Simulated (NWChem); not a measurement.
# BHOF2 (difluorohydroxyborane) at HF/3-21G

Aim: the vertical singlet–triplet gap of BHOF2 (difluorohydroxyborane) at HF/3-21G, from 2 runs. 

The calculation is run with NWChem 7.3.0.

7 further runs of the same task are left out: 1 that didn't finish, 6 set aside as unsound or not needed. Runs told in other sessions of the task aren't counted.

### Step 1. The structure to begin with

BHOF2: 5 atoms, total charge 0, spin state singlet. SMILES: `OB(F)F`. The shape is that of a PBE0-D4/def2-TZVP optimisation.

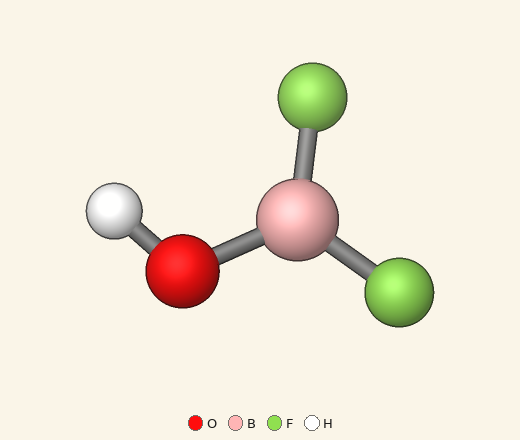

Viewed from a chosen angle; oxygen red, boron pink, fluorine green, hydrogen white.

### Step 2. Energy and gradient at HF/3-21G

The input, input.nw:

```
start input
memory stack 880 mb heap 220 mb global 1100 mb

geometry units angstrom noautosym nocenter noautoz
  O        0.038630       1.000750       0.174310
  B        0.105760      -0.342460       0.137210
  F        0.731030      -0.986880       1.100700
  F       -0.439530      -1.051930      -0.843330
  H       -0.435890       1.380520      -0.568880
end

basis spherical bse
  * library 3-21G
end

scf
  thresh 1e-08
  maxiter 80
end

task scf gradient
```

Launch:

```sh
$ nwchem input.nw > input.out
```

Log, cut to the lines that bear on the results:

```text
[...]
  functions       =    38
[...]
  wavefunction    = RHF
[...]
         Total SCF energy =   -297.580404561343
      One-electron energy =   -637.857099797226
      Two-electron energy =    227.551088353607
 Nuclear repulsion energy =    112.725606882276
        Time for solution =      0.4s
[...]
                         RHF ENERGY GRADIENTS
    atom               coordinates                        gradient
                 x          y          z           x          y          z
   1 O       0.073000   1.891143   0.329398    0.005646  -0.006535   0.008618
   2 B       0.199857  -0.647156   0.259289   -0.005586  -0.002598  -0.009525
   3 F       1.381446  -1.864933   2.080021   -0.009858   0.013573  -0.014815
   4 F      -0.830591  -1.987859  -1.593663    0.008025   0.008748   0.014242
   5 H      -0.823713   2.608805  -1.075027    0.001773  -0.013187   0.001479
[...]
```

Wall time 1.2 s (1 thread of Intel Xeon at 2.60GHz (Ice Lake), shared host); peak memory 0.1 GiB.

### Step 3. The triplet: the energy at UHF/3-21G

The input, run.py:

```python
from ase import Atoms
from ase.calculators.nwchem import NWChem

system = Atoms(['O', 'B', 'F', 'F', 'H'], positions=[
    [0.038630, 1.000750, 0.174310],
    [0.105760, -0.342460, 0.137210],
    [0.731030, -0.986880, 1.100700],
    [-0.439530, -1.051930, -0.843330],
    [-0.435890, 1.380520, -0.568880],
])

calc = NWChem(
    label='bf2ho',
    theory='scf',
    memory='2200 mb',
    basis='3-21G',
    basispar='spherical bse',
    scf={'nopen': '2', 'uhf': None, 'thresh': '1e-08', 'maxiter': '80'},
    task='energy',
)
system.calc = calc

print(f"energy = {system.get_potential_energy():.6f} eV")
```

Launch:

```sh
$ export ASE_NWCHEM_COMMAND="nwchem PREFIX.nwi > PREFIX.nwo"
$ python run.py
```

Log:

```text
energy = -8088.155035 eV
```

The calculator wrote bf2ho.nwi:

```
title "bf2ho"

permanent_dir bf2ho

scratch_dir bf2ho

start bf2ho

geometry units angstrom nocenter noautosym noautoz
  O  3.8629999999999998e-02 1.0007500000000000e+00 1.7430999999999999e-01
  B  1.0576000000000001e-01 -3.4245999999999999e-01 1.3721000000000000e-01
  F  7.3102999999999996e-01 -9.8687999999999998e-01 1.1007000000000000e+00
  F  -4.3952999999999998e-01 -1.0519300000000000e+00 -8.4333000000000002e-01
  H  -4.3589000000000000e-01 1.3805200000000000e+00 -5.6888000000000005e-01
end

memory 2200 mb

basis spherical bse noprint
   * library 3-21G
end

scf
  nopen 2
  uhf
  thresh 1e-08
  maxiter 80
end

task scf energy
```

bf2ho.nwo, cut to the lines that bear on the results:

```text
[...]
  functions       =    38
[...]
  wavefunction    = UHF
[...]
         Total SCF energy =   -297.234217614976
      One electron energy =   -635.373362036981
      Two electron energy =    225.413537539729
 Nuclear repulsion energy =    112.725606882276
                       Sz =      1.0000
                 Sz(Sz+1) =      2.0000
                      S^2 =      2.0033
[...]
```

Wall time 2 s (1 thread of Intel Xeon at 2.60GHz (Ice Lake), shared host); peak memory 0.099 GiB.

### Step 4. Summary of results

Level: HF/3-21G.

```
                                        quantity          value
                           singlet: total energy  -297.58040 Eh
                          singlet: dipole moment         2.48 D
                            singlet: HOMO energy      -15.03 eV
                            singlet: LUMO energy        5.94 eV
                          singlet: HOMO–LUMO gap       20.97 eV
               singlet: largest force on an atom     1.151 eV/Å
                           triplet: total energy  -297.23422 Eh
                          triplet: dipole moment         1.55 D
     triplet: HOMO energy (highest over α and β)       -3.74 eV
      triplet: LUMO energy (lowest over α and β)       -1.89 eV
                                   triplet: ⟨S²⟩          2.003
vertical energy of the triplet above the singlet       9.420 eV
```

At this shape the triplet lies 9.42 eV (217 kcal/mol) above the singlet. The largest force (singlet) is 1.15 eV/Å: the shape isn't a stationary point for this species at this level.
